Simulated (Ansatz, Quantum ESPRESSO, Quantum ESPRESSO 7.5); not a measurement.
# The work function of Ag(110), 7 layers, level by level

Wanted: work functions and the surface dipole of Ag(110), 7 layers at several levels, with their cost.

Calculated with Quantum ESPRESSO 7.5; plane-wave DFT, PBE, GBRV ultrasoft pseudopotentials (cross-check by Ansatz 0.2.0 with PAW datasets).

**Measured values to reproduce.**

“Anisotropic work function of elemental crystals” (2019, arxiv:1902.07811) quotes from earlier work for Ag (clean (110) face): work function (clean (110) face) 4.1 eV.

Most raw output is cut from this account.

## Step 1: Set-up

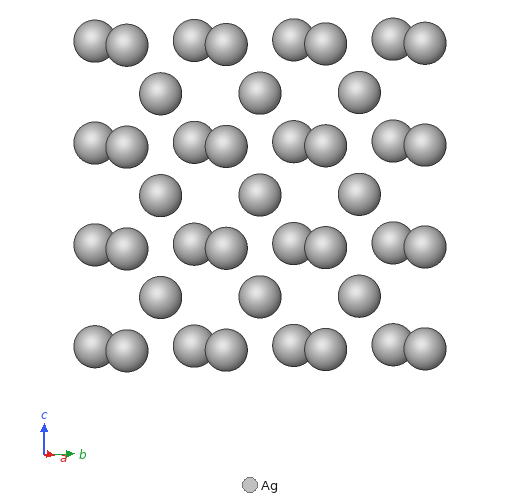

Start, viewed from the side, with the c axis up; silver light grey. 1×3×1 cells are drawn. Some periodic images of atoms are drawn too.

The cell holds 7 atoms: 7 Ag. Cell: a = 4.090 Å, b = 2.892 Å, c = 24.676 Å, α = 90.0°, β = 90.0°, γ = 90.0°. It derives from Ag. Vacuum lies along c.

## Step 2: Relaxation with pw.x

The free layers are relaxed; atoms flagged 0 0 0 stay at their bulk places.

relax.in reads:

```
&control
  prefix = 'relax'
  outdir = './out'
  pseudo_dir = './pseudo'
  nstep = 40
  forc_conv_thr = 0.001
  calculation = 'relax'
/
&system
  ibrav = 0
  nat = 7
  ntyp = 1
  ecutwfc = 40
  ecutrho = 200
  occupations = 'smearing'
  smearing = 'mv'
  degauss = 0.02
/
&electrons
  conv_thr = 1e-07
  mixing_beta = 0.4
  electron_maxstep = 120
  mixing_mode = 'local-TF'
/
&ions
/
ATOMIC_SPECIES
  Ag  107.8682  ag_pbe_v1.4.uspp.F.UPF
CELL_PARAMETERS angstrom
  4.09000000000000 0.00000000000000 0.00000000000000
  0.00000000000000 2.89206673505298 0.00000000000000
  0.00000000000000 0.00000000000000 24.67620020515894
ATOMIC_POSITIONS crystal
  Ag  0.000000000000 0.000000000000 0.324199023087
  Ag  0.500000000000 0.500000000000 0.382799348724
  Ag  0.000000000000 0.000000000000 0.441399674362 0 0 0
  Ag  0.500000000000 0.500000000000 0.500000000000 0 0 0
  Ag  0.000000000000 0.000000000000 0.558600325638 0 0 0
  Ag  0.500000000000 0.500000000000 0.617200651276
  Ag  0.000000000000 0.000000000000 0.675800976913
K_POINTS automatic
  8 8 1 0 0 0
```

On the command line:

```console
$ OMP_NUM_THREADS=1 mpirun -n 4 pw.x -nk 4 -in relax.in > relax.out
```

It took 31 min on 4 MPI ranks of Arm Neoverse N1, shared host; peak memory 1 GiB.

Step by step:

```tsv
step	energy less that of the first step (eV)	largest force (eV/Å)
1	0.0000	0.3258
2	-0.0042	0.2952
3	-0.0084	0.2664
4	-0.0138	0.2209
5	-0.0200	0.1565
6	-0.0255	0.0656
7	-0.0270	0.0845
8	-0.0273	0.0819
9	-0.0278	0.0745
10	-0.0284	0.0605
11	-0.0291	0.0387
12	-0.0296	0.0059
```

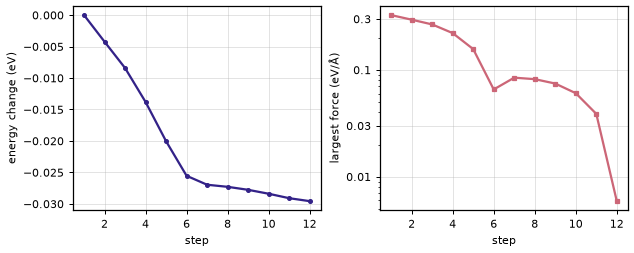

Energy and largest force along the relaxation.

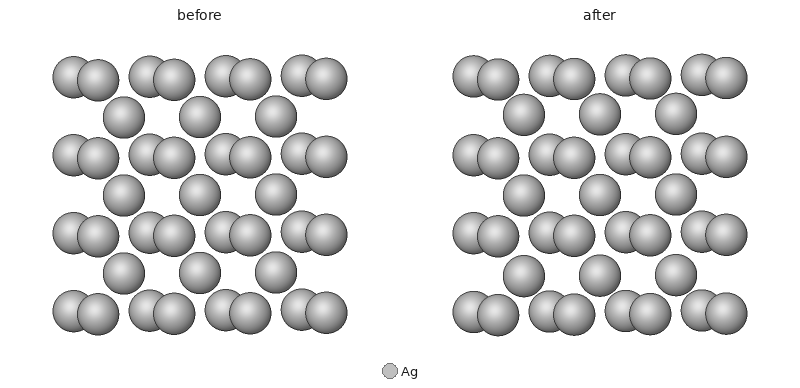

Before and after, at one scale.

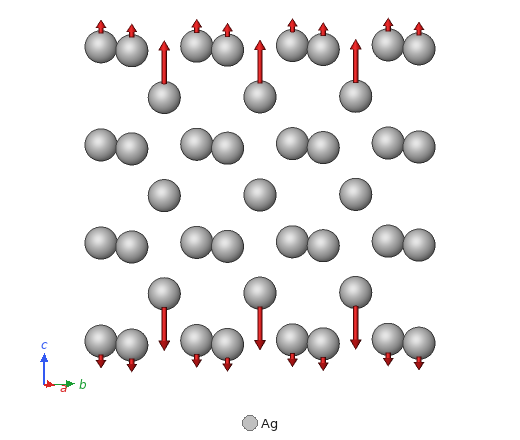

Displacements in the relaxation, exaggerated; the longest in the cell stands for 0.10 Å. 1×3×1 cells are drawn. Some periodic images of atoms are drawn too.

The atoms that moved most (Å):

```tsv
atom	dx	dy	dz	length
Ag6	0.000	0.000	0.098	0.098
Ag2	0.000	0.000	-0.098	0.098
Ag7	0.000	0.000	0.031	0.031
Ag1	0.000	0.000	-0.031	0.031
```

The relaxation lowers the energy by 4 meV an atom. On the free atoms the largest force ends at 0.006 eV/Å.

This step gave:

- free energy: -28153.5866 eV
- Fermi energy: 4.668 eV

The program's own clock; routines nest. Time by routine:

```tsv
routine	wall time (s)	calls
PWSCF	1860	1
electrons	1828	12
c_bands	1505	128
cegterg	1430	896
h_psi	824.1	2932
fftw	662.3	390192
vloc_psi	610.9	2932
sum_band	202.6	128
calbec	164	4164
add_vuspsi	102.5	2932
s_psi	102.4	2932
h_psi:calbec	101.9	2932
mix_rho	86.64	128
ffts	50.71	14536
```

## Step 3: SCF with pw.x

The work function is the vacuum level less the Fermi level, so the run needs a vacuum wide enough for a flat potential.

scf.in reads:

```
&control
  prefix = 'scf'
  outdir = './out'
  pseudo_dir = './pseudo'
  calculation = 'scf'
  tprnfor = .true.
/
&system
  ibrav = 0
  nat = 7
  ntyp = 1
  ecutwfc = 40
  ecutrho = 200
  occupations = 'smearing'
  smearing = 'mv'
  degauss = 0.02
/
&electrons
  conv_thr = 1e-07
  mixing_beta = 0.4
  electron_maxstep = 120
  mixing_mode = 'local-TF'
/
ATOMIC_SPECIES
  Ag  107.8682  ag_pbe_v1.4.uspp.F.UPF
CELL_PARAMETERS angstrom
  4.09000000000000 0.00000000000000 0.00000000000000
  0.00000000000000 2.89206673505298 0.00000000000000
  0.00000000000000 0.00000000000000 24.67620020515894
ATOMIC_POSITIONS crystal
  Ag  0.000000000000 0.000000000000 0.322941719500
  Ag  0.500000000000 0.500000000000 0.378825961200
  Ag  0.000000000000 0.000000000000 0.441399674400
  Ag  0.500000000000 0.500000000000 0.500000000000
  Ag  0.000000000000 0.000000000000 0.558600325600
  Ag  0.500000000000 0.500000000000 0.621174038800
  Ag  0.000000000000 0.000000000000 0.677058280500
K_POINTS automatic
  8 8 1 0 0 0
```

On the command line:

```console
$ OMP_NUM_THREADS=1 mpirun -n 4 pw.x -nk 4 -in scf.in > scf.out
```

Elapsed: 3.8 min, on 4 MPI ranks; peak memory 0.99 GiB; 15 min of CPU time.

The program's own clock; routines nest. Time by routine:

```tsv
routine	wall time (s)	calls
PWSCF	228.6	1
electrons	220.8	1
c_bands	183.5	14
cegterg	173	98
h_psi	102	576
fftw	81.4	44840
vloc_psi	75.99	576
sum_band	23.53	14
calbec	18.81	702
add_vuspsi	12.53	576
s_psi	12.41	576
h_psi:calbec	12.38	576
mix_rho	10.02	14
ffts	5.79	1628
```

The run needed 14 iterations to bring the estimated error under 1e-07 Ry; the largest force on any atom, held or free, is 0.14 eV/Å.

## Step 4: Electrostatic potential

The vacuum level is read from the electrostatic potential (plot_num = 11), averaged over planes.

pot.in reads:

```
&inputpp
  prefix = 'scf'
  outdir = './out'
  filplot = 'pot.dat'
  plot_num = 11
/
```

On the command line:

```console
$ OMP_NUM_THREADS=1 mpirun -n 4 pp.x -in pot.in > pot.out
```

Elapsed: 1.1 s, on 4 MPI ranks; peak memory 0.11 GiB.

This step gave:

| Quantity | Value |
| --- | --- |
| work function of the upper face | 4.154 eV |
| slope of the potential above | 2.37e-4 eV/Å |
| upper vacuum line continued to the top atoms, over the Fermi level | 4.153 eV |
| work function of the lower face | 4.154 eV |
| slope of the potential below | -1.70e-4 eV/Å |
| lower vacuum line continued to the bottom atoms, over the Fermi level | 4.154 eV |

The potential energy, planar mean oscillates, so the rows of the table below give means over windows of 1.49 Å about each position, cut where the curve ends. Its maxima inside the range that stand out by 2 % of the span (Å: eV): 8.7: -5.65, 10.2: -3.73, 11.7: -4.87, 13.0: -4.87, 14.5: -3.73, 16.0: -5.65. Its minima: 8.0: -12.7, 9.4: -13.1, 10.9: -12.9, 12.3: -13.1, 13.8: -12.9, 15.3: -13.1, 16.7: -12.7.

Electrostatic potential energy of an electron; zero at the Fermi level. The potential energy, planar mean by z; means over each step:

```tsv
z (Å)	potential energy, planar mean (eV)
0.74	4.15
2.23	4.15
3.72	4.15
5.21	4.11
6.70	2.17
8.19	-8.68
9.68	-8.29
11.17	-8.72
12.66	-8.84
14.15	-8.19
15.64	-9.19
17.13	-5.47
18.62	3.81
20.11	4.15
21.60	4.15
23.09	4.15
```

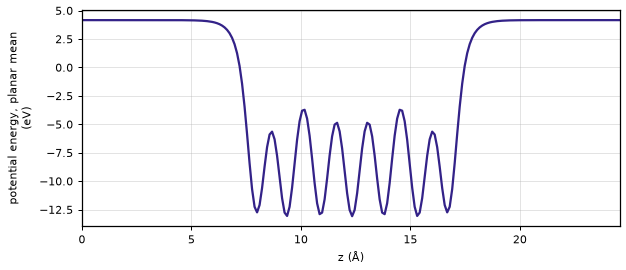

Potential energy, planar mean, plotted against z.

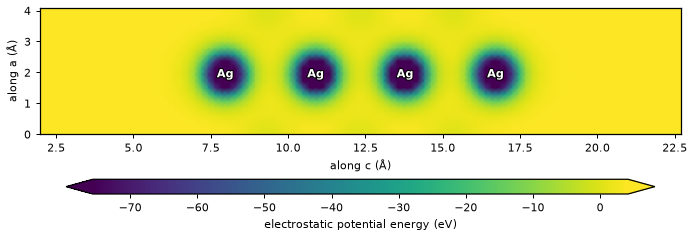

Electrostatic potential energy in the ca plane at fractional y = 0.000, with atoms of Ag within 0.2 Å of it. With pseudopotentials it is smooth inside the atoms' cores, unlike the true potential. The map starts off the cell's origin, so that atoms lie inside it. The far vacuum is left out of the map.

The vacuum is flat to 0.2 meV/Å, so its level is well defined. Inside the slab the curve depends on the local part of the pseudopotentials; only the vacuum level has a meaning of its own.

## Step 5: Planar and running averages

average.x takes the planar mean and smooths it over a window of one repeat.

avg.in reads:

```
1
pot.dat
1.0
683
3
2.7326070317
```

On the command line:

```console
$ OMP_NUM_THREADS=1 average.x < avg.in > avg.out
```

Wall time 0.62 s (1 MPI rank); peak memory 0.1 GiB.

This step gave:

| Quantity | Value |
| --- | --- |
| average.x's running mean inside the slab, on the run's own zero | -3.937 eV |
| mean potential by an exact Fourier window inside the slab, on the run's own zero | -3.938 eV |

The potential energy (planar mean) oscillates, so the rows of the table below give means over windows of 1.48 Å about each position, cut where the curve ends. Its maxima inside the range that stand out by 2 % of the span (Å: eV): 8.6: -5.64, 10.1: -3.65, 11.6: -4.83, 13.1: -4.83, 14.6: -3.65, 16.0: -5.64. Its minima: 8.0: -12.7, 9.3: -13.1, 10.9: -13.0, 12.4: -13.1, 13.8: -13.0, 15.3: -13.1, 16.7: -12.8.

Electrostatic potential energy of an electron; zero at the Fermi level; window 1.4460 Å. Potential energy against z; means over each step:

```tsv
z (Å)	planar mean (eV)	running mean (eV)
0.74	4.15	4.15
2.22	4.15	4.15
3.70	4.15	4.15
5.18	4.11	4.09
6.66	2.43	1.50
8.14	-8.54	-8.07
9.62	-8.38	-8.47
11.10	-8.68	-8.62
12.58	-8.81	-8.85
14.06	-8.28	-8.31
15.54	-9.04	-8.95
17.02	-6.39	-5.52
18.50	3.68	3.33
19.98	4.14	4.13
21.46	4.15	4.15
22.94	4.15	4.15
24.42	4.15	4.15
```

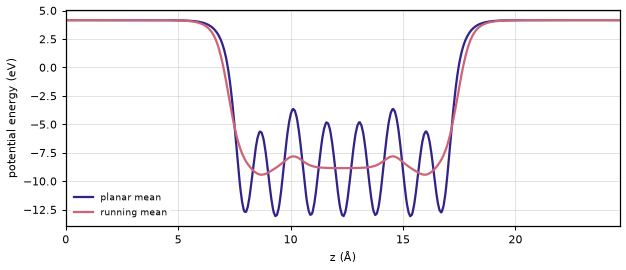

Potential energy against z.

Where the running mean is not flat inside, average.x's window, rounded to the grid, doesn't match the spacings there.

## Step 6: Density by pp.x

The density shows how far the electrons spill into the vacuum.

rho.in reads:

```
&inputpp
  prefix = 'scf'
  outdir = './out'
  filplot = 'rho.dat'
  plot_num = 0
/
```

On the command line:

```console
$ OMP_NUM_THREADS=1 mpirun -n 4 pp.x -in rho.in > rho.out
```

Wall time 1.1 s (4 MPI ranks); peak memory 0.11 GiB.

Numbers from this step:

| Property | Result |
| --- | --- |
| electrons by integration | 133.0 e |

The valence density, planar mean oscillates, so the rows of the table below give means over windows of 1.49 Å about each position, cut where the curve ends. Its maxima inside the range that stand out by 2 % of the span (Å: e/Å³): 8.0: 1.53, 9.4: 1.55, 10.9: 1.55, 12.3: 1.56, 13.8: 1.55, 15.3: 1.55, 16.7: 1.53. Its minima: 8.7: 0.632, 10.2: 0.458, 11.7: 0.553, 13.0: 0.553, 14.5: 0.458, 16.0: 0.632.

Mean over planes. Table of valence density, planar mean by z; means over each step:

```tsv
z (Å)	valence density, planar mean (e/Å³)
3.72	3.9e-5
5.21	0.00144
6.70	0.115
8.19	1.11
9.68	1.05
11.17	1.10
12.66	1.11
14.15	1.05
15.64	1.15
17.13	0.841
18.62	0.0131
20.11	2.9e-4
21.60	8.3e-6
```

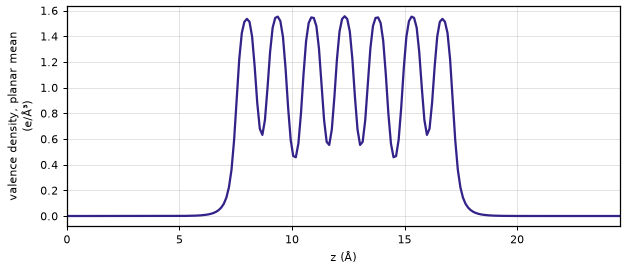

Valence density, planar mean, plotted against z.

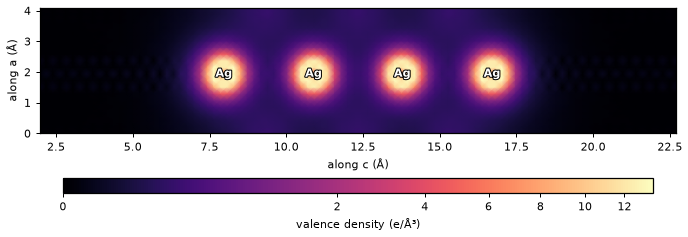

Valence density in the ca plane at fractional y = 0.000, with atoms of Ag within 0.2 Å of it. It is the smooth field of the valence electrons, not physical close to the nuclei. The map starts off the cell's origin, so that atoms lie inside it. The colour scale is stretched toward low values. The far vacuum is left out of the map.

The density integrates to 133.000 electrons, as the 133 of the input ask.

## Step 7: Projections on atomic orbitals

projwfc.x splits the states by atom and orbital; the spilling says how much the atomic basis misses.

pdos.in reads:

```
&projwfc
  prefix = 'scf'
  outdir = './out'
  filpdos = 'pdos'
  Emin = -3.332
  Emax = 8.668
  DeltaE = 0.1
  ngauss = 0
  degauss = 0.01
/
```

On the command line:

```console
$ OMP_NUM_THREADS=1 mpirun -n 4 projwfc.x -in pdos.in > pdos.out
```

It took 4 s on 4 MPI ranks; peak memory 0.23 GiB; 16 s of CPU time.

Read from the output:

| Item | Value |
| --- | --- |
| spilling of the projection | 3.00e-4 |

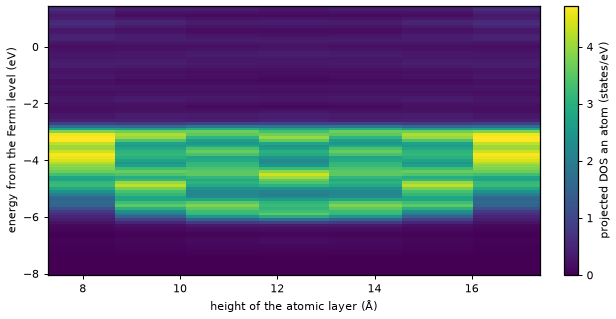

Projected DOS an atom over height of the atomic layer and energy from the Fermi level. Columns are the atomic layers from the bottom up.

The atomic orbitals miss 0.0 % of the occupied states; for empty states the projections can miss much more.

## Step 8: Ground state: open boundaries by the effective screening medium

The effective screening medium with bc1 puts vacuum on both sides and removes the images along the normal. The slab must sit about z = 0, symmetry is kept, and the .esm1 file holds the planar potential.

esm.in reads:

```
&control
  prefix = 'esm'
  outdir = './out'
  pseudo_dir = './pseudo'
  calculation = 'scf'
  tprnfor = .true.
/
&system
  ibrav = 0
  nat = 7
  ntyp = 1
  ecutwfc = 40
  ecutrho = 200
  occupations = 'smearing'
  smearing = 'mv'
  degauss = 0.02
  assume_isolated = 'esm'
  esm_bc = 'bc1'
/
&electrons
  conv_thr = 1e-07
  mixing_beta = 0.4
  electron_maxstep = 120
  mixing_mode = 'local-TF'
/
ATOMIC_SPECIES
  Ag  107.8682  ag_pbe_v1.4.uspp.F.UPF
CELL_PARAMETERS angstrom
  4.09000000000000 0.00000000000000 0.00000000000000
  0.00000000000000 2.89206673505298 0.00000000000000
  0.00000000000000 0.00000000000000 24.67620020515894
ATOMIC_POSITIONS crystal
  Ag  0.000000000000 0.000000000000 -0.177058280500
  Ag  0.500000000000 0.500000000000 -0.121174038800
  Ag  0.000000000000 0.000000000000 -0.058600325600
  Ag  0.500000000000 0.500000000000 -0.000000000000
  Ag  0.000000000000 0.000000000000 0.058600325600
  Ag  0.500000000000 0.500000000000 0.121174038800
  Ag  0.000000000000 0.000000000000 0.177058280500
K_POINTS automatic
  8 8 1 0 0 0
```

On the command line:

```console
$ OMP_NUM_THREADS=1 mpirun -n 4 pw.x -nk 4 -in esm.in > esm.out
```

Run time: 8.4 min. Hardware: 4 MPI ranks; peak memory 1 GiB; 34 min of CPU time.

Numbers from this step:

| Item | Value |
| --- | --- |
| Fermi energy | -4.153 eV |
| vacuum line at the lower end of the cell, over the Fermi level | 4.153 eV |
| vacuum line at the upper end of the cell, over the Fermi level | 4.153 eV |

The potential energy, planar mean oscillates, so the rows of the table below give means over windows of 1.48 Å about each position, cut where the curve ends. Its maxima inside the range that stand out by 2 % of the span (Å: eV): -3.7: -5.65, -2.2: -3.73, -0.7: -4.87, 0.7: -4.87, 2.2: -3.73, 3.7: -5.65. Its minima: -4.3: -12.7, -3.0: -13.1, -1.5: -12.9, 0.0: -13.1, 1.5: -12.9, 3.0: -13.1, 4.3: -12.7.

Electrostatic potential energy of an electron; zero at the Fermi level. The potential energy, planar mean by z; means over each step:

```tsv
z (Å)	potential energy, planar mean (eV)
-11.60	4.15
-10.12	4.15
-8.64	4.15
-7.16	4.11
-5.68	2.41
-4.20	-8.53
-2.72	-8.38
-1.24	-8.68
0.24	-8.81
1.72	-8.29
3.20	-9.04
4.68	-6.38
6.16	3.67
7.64	4.14
9.12	4.15
10.60	4.15
12.08	4.15
```

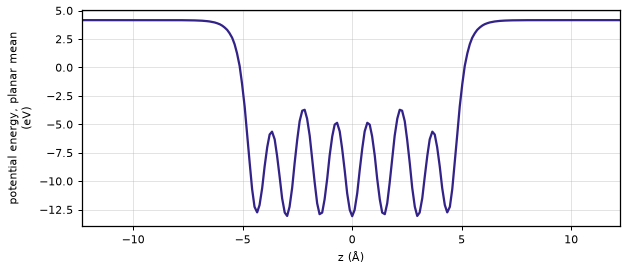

Potential energy, planar mean against z.

The vacuum levels are read from the outermost 0.7 Å of the cell on either side.

The run needed 20 iterations to bring the estimated error under 1e-07 Ry; the largest force on any atom, held or free, is 0.14 eV/Å.

The upper level is 4.153 eV against 4.154 eV from the periodic run.

## Step 9: Self-consistent run: PBE, SG15 norm-conserving

Next, another level on the same atoms.

Level of this step: plane-wave DFT, PBE, SG15 norm-conserving pseudopotentials (Quantum ESPRESSO 7.5).

sg15-pbe.in reads:

```
&control
  prefix = 'sg15-pbe'
  outdir = './out'
  pseudo_dir = './pseudo'
  calculation = 'scf'
  tprnfor = .true.
/
&system
  ibrav = 0
  nat = 7
  ntyp = 1
  ecutwfc = 60
  ecutrho = 240
  occupations = 'smearing'
  smearing = 'mv'
  degauss = 0.02
/
&electrons
  conv_thr = 1e-07
  mixing_beta = 0.4
  electron_maxstep = 120
  mixing_mode = 'local-TF'
/
ATOMIC_SPECIES
  Ag  107.8682  Ag_ONCV_PBE-1.2.upf
CELL_PARAMETERS angstrom
  4.09000000000000 0.00000000000000 0.00000000000000
  0.00000000000000 2.89206673505298 0.00000000000000
  0.00000000000000 0.00000000000000 24.67620020515894
ATOMIC_POSITIONS crystal
  Ag  0.000000000000 0.000000000000 0.322941719500
  Ag  0.500000000000 0.500000000000 0.378825961200
  Ag  0.000000000000 0.000000000000 0.441399674400
  Ag  0.500000000000 0.500000000000 0.500000000000
  Ag  0.000000000000 0.000000000000 0.558600325600
  Ag  0.500000000000 0.500000000000 0.621174038800
  Ag  0.000000000000 0.000000000000 0.677058280500
K_POINTS automatic
  8 8 1 0 0 0
```

On the command line:

```console
$ OMP_NUM_THREADS=1 mpirun -n 4 pw.x -nk 4 -in sg15-pbe.in > sg15-pbe.out
```

Wall time 8.7 min (4 MPI ranks); peak memory 1.4 GiB; 35 min of CPU time.

This step gave:

- free energy: -27393.7575 eV
- Fermi energy: 4.921 eV

## Step 10: Electrostatic potential

sg15-pbe.pot.in reads:

```
&inputpp
  prefix = 'sg15-pbe'
  outdir = './out'
  filplot = 'sg15-pbe.pot.dat'
  plot_num = 11
/
```

On the command line:

```console
$ OMP_NUM_THREADS=1 mpirun -n 4 pp.x -in sg15-pbe.pot.in > sg15-pbe.pot.out
```

It took 0.89 s on 4 MPI ranks; peak memory 0.11 GiB.

Numbers from this step:

- work function of the upper face: 4.128 eV
- slope of the potential above: 1.32e-4 eV/Å
- upper vacuum line continued to the top atoms, over the Fermi level: 4.127 eV
- work function of the lower face: 4.128 eV
- slope of the potential below: -9.74e-5 eV/Å
- lower vacuum line continued to the bottom atoms, over the Fermi level: 4.127 eV

The upper face goes from 4.154 eV (PBE, GBRV) to 4.128 eV, a change of -0.027 eV from the pseudopotentials and their cutoffs.

## Step 11: SCF with pw.x: Wu-Cohen, GBRV ultrasoft

Level of this step: plane-wave DFT, Wu-Cohen, GBRV ultrasoft pseudopotentials made under PBE (Quantum ESPRESSO 7.5). input_dft overrides the functional of the files.

gbrv-wc.in, as its differences from the input of step 9:

```diff
@@ -1,3 +1,3 @@
 &control
-  prefix = 'sg15-pbe'
+  prefix = 'gbrv-wc'
   outdir = './out'
@@ -11,4 +11,5 @@
   ntyp = 1
-  ecutwfc = 60
-  ecutrho = 240
+  ecutwfc = 40
+  ecutrho = 200
+  input_dft = 'wc'
   occupations = 'smearing'
@@ -24,3 +25,3 @@
 ATOMIC_SPECIES
-  Ag  107.8682  Ag_ONCV_PBE-1.2.upf
+  Ag  107.8682  ag_pbe_v1.4.uspp.F.UPF
 CELL_PARAMETERS angstrom
```

On the command line:

```console
$ OMP_NUM_THREADS=1 mpirun -n 4 pw.x -nk 4 -in gbrv-wc.in > gbrv-wc.out
```

Run time: 4 min. Hardware: 4 MPI ranks; peak memory 1 GiB; 16 min of CPU time.

Numbers from this step:

```
free energy  : -28141.2110 eV
Fermi energy : 4.510 eV
```

## Step 12: Electrostatic potential

gbrv-wc.pot.in reads:

```
&inputpp
  prefix = 'gbrv-wc'
  outdir = './out'
  filplot = 'gbrv-wc.pot.dat'
  plot_num = 11
/
```

On the command line:

```console
$ OMP_NUM_THREADS=1 mpirun -n 4 pp.x -in gbrv-wc.pot.in > gbrv-wc.pot.out
```

The job ended after 1.1 s (4 MPI ranks; peak memory 0.12 GiB; 4.2 s of CPU time).

Numbers from this step:

- work function of the upper face: 4.263 eV
- slope of the potential above: 1.99e-4 eV/Å
- upper vacuum line continued to the top atoms, over the Fermi level: 4.262 eV
- work function of the lower face: 4.263 eV
- slope of the potential below: -1.44e-4 eV/Å
- lower vacuum line continued to the bottom atoms, over the Fermi level: 4.263 eV

The upper face goes from 4.154 eV (PBE, GBRV) to 4.263 eV, a change of +0.109 eV.

## Step 13: Self-consistent run: rev-vdW-DF2, GBRV ultrasoft

Level of this step: plane-wave DFT, rev-vdW-DF2, GBRV ultrasoft pseudopotentials made under PBE (Quantum ESPRESSO 7.5). input_dft overrides the functional of the files.

gbrv-vdw-df2-b86r.in, as its differences from the input of step 11:

```diff
@@ -1,3 +1,3 @@
 &control
-  prefix = 'gbrv-wc'
+  prefix = 'gbrv-vdw-df2-b86r'
   outdir = './out'
@@ -13,3 +13,3 @@
   ecutrho = 200
-  input_dft = 'wc'
+  input_dft = 'vdw-df2-b86r'
   occupations = 'smearing'
```

On the command line:

```console
$ OMP_NUM_THREADS=1 mpirun -n 4 pw.x -nk 4 -in gbrv-vdw-df2-b86r.in > gbrv-vdw-df2-b86r.out
```

It took 4.1 min on 4 MPI ranks; peak memory 1.3 GiB; 16 min of CPU time.

Read from the output:

| Quantity | Value |
| --- | --- |
| free energy | -28157.8162 eV |
| Fermi energy | 4.455 eV |

[end of part 1 of 2]

[Logs are printed without paths, hosts, clocks, repeated set-up lines and the standing remarks that a program may print on its own settings, such as how far it seeks lower states.]

[Hosts, paths, dates, database ids (printed as entryN), source tags and the programs' standing remarks are cut or masked in the printed files.]

[Maps of the electrostatic potential energy from Ansatz leave out the sawtooth potential of an applied field or a dipole correction, so their vacuum need not be flat; planar profiles and work functions include it.]
